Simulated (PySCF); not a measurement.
C4H4, SMILES `C=C1C=C1`.

Computed with PySCF, HF/def2-SVP, geometry: GFN2-xTB. No frequency check shows the geometry to be a minimum. Without diffuse functions Rydberg states are missing, so the states' numbers hold for this basis only.

Geometry (Å), atoms numbered from 1:

```
C1      -1.5795   -0.0001    0.0000
C2      -0.2704    0.0003    0.0000
C3       1.0198    0.6618    0.0000
C4       1.0198   -0.6619    0.0000
H5      -2.1417   -0.9182    0.0000
H6      -2.1418    0.9179    0.0000
H7       1.5727    1.5702    0.0000
H8       1.5728   -1.5703    0.0000
```

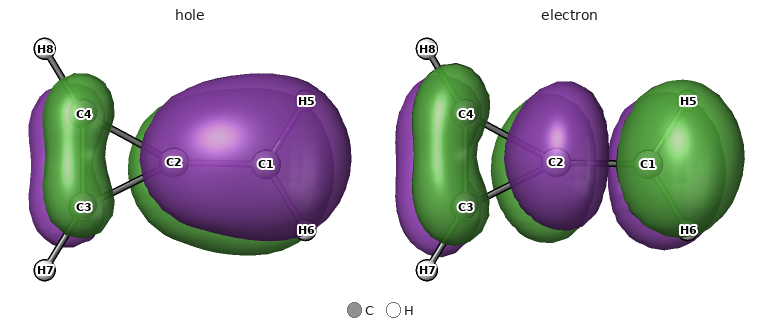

Leading natural transition orbital pair of T₂ (TDHF triplet states); the surfaces enclose about 85 % of each orbital's density.

> What kind of excitation is it, and where does it lie?

3.10 eV (400 nm), spin-forbidden from the singlet ground state, π → π*; the leading pair carries 98 %; hole on C1 (50 %), C2 (29 %) and C3 and C4 (6 % each), electron on C2 (38 %), C1 (35 %) and C3 and C4 (9 % each); their centroids lie 0.3 Å apart. The HOMO–LUMO gap is 11.94 eV.
